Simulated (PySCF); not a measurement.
**H₉NO₃Si₃: density, localisation and related maps**

Input file:

```
{"job": {"kind": "uv", "xc": "CAM-B3LYP", "basis": "def2-SVPD", "nstates": 8, "ntriplets": 3}, "charge": 0, "multiplicity": 1}
N      0.152712    -2.061526     1.264303
Si    -0.350918    -0.443266     1.583468
O     -1.530311    -0.138973     0.517218
Si    -1.982284     0.501302    -0.897664
O      0.939218     0.500270     1.370457
Si     1.883524     1.199400     0.247098
O      1.683036     0.530265    -1.215377
H     -0.560093    -2.772519     1.241132
H      0.956371    -2.403118     1.765931
H     -0.883395    -0.079966     2.885321
H     -1.406373     1.835078    -1.053561
H     -3.439863     0.533928    -0.784163
H     -1.537201    -0.393233    -1.971231
H      1.482216     2.589583     0.097448
H      3.231198     0.974286     0.762298
H      1.354564    -0.362566    -1.289124
```

Run with:

```sh
OMP_NUM_THREADS=1 python probes_run.py task.json out
```

Geometry: GFN2-xTB.

The calculation used CAM-B3LYP/def2-SVPD, SCF density, gas phase (PySCF).

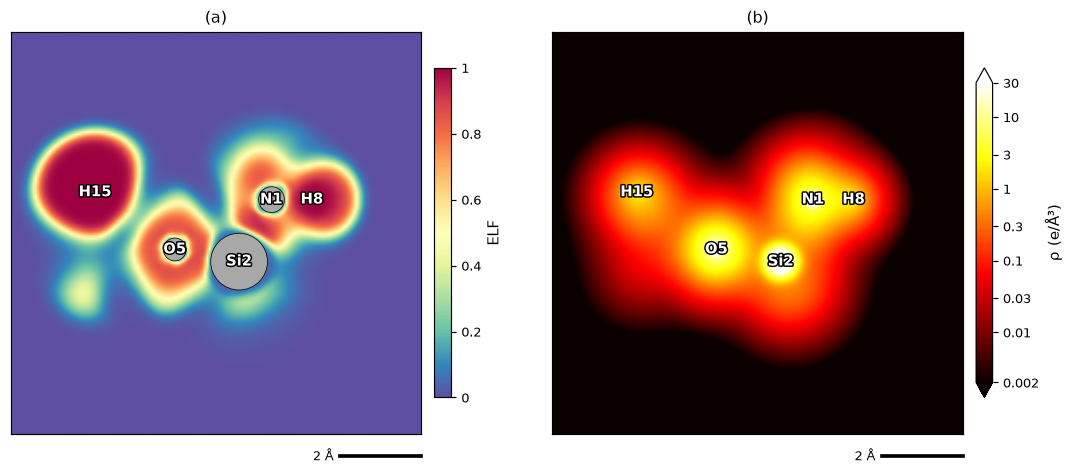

Figure 1. (a) ELF; (b) electron density on the plane of atoms N1, Si2 and O5. Grey discs cover the atomic cores in the ELF map.

Q: What does the map show?

A: Atoms in the plane: N, Si, O and H.
Si–O (1.61 Å): ρ at the midpoint is about 1.2 e/Å³; the ELF peaks at about 0.85 between the atoms; a short, strongly polar bond.
Si–N (1.72 Å): ρ is about 1.1 e/Å³ halfway; the ELF peaks at about 0.95 between the atoms; a polar covalent bond.
N–H (1.01 Å): the density is about 2.8 e/Å³ at the midpoint; the ELF climbs to about 1 towards the hydrogen, as it does in any bond to H; a covalent bond by its length.
The ELF also peaks beside O5, away from the bonds: lone-pair regions.

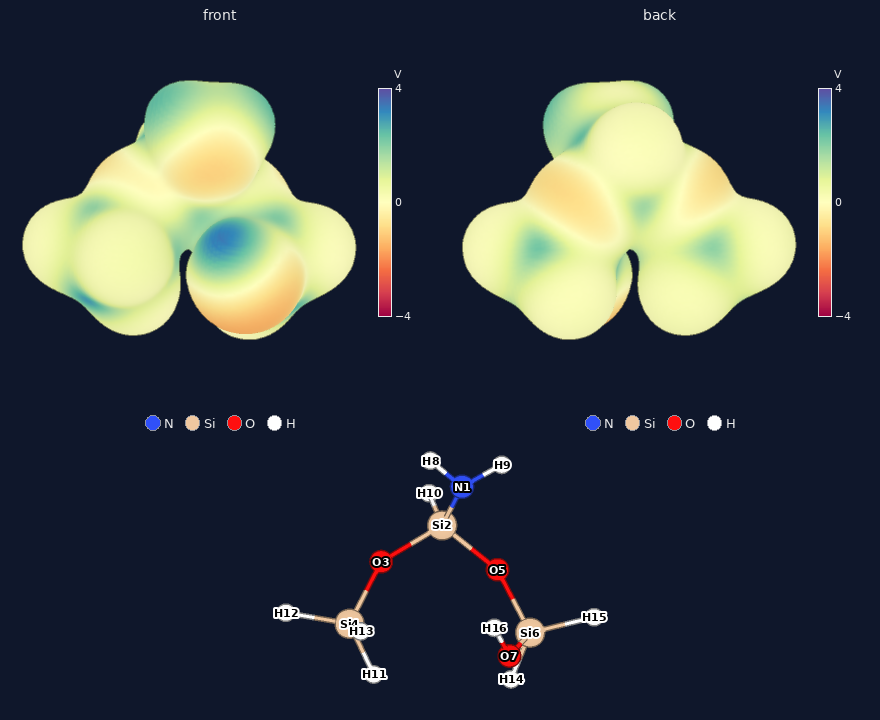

Figure 2. The electrostatic potential painted on the density surface at 0.004 e/bohr³, seen from the front and from behind; red is negative and blue positive. The bare structure is drawn below in the same view.

Q: Where is the surface potential most negative and most positive?

A: The most negative region (about −1.5 V, or −35 kcal/mol for a unit charge) lies over O7, the most positive (about +3.2 V, or +74 kcal/mol for a unit charge) over H16. O7 is the likeliest acceptor of a hydrogen bond.
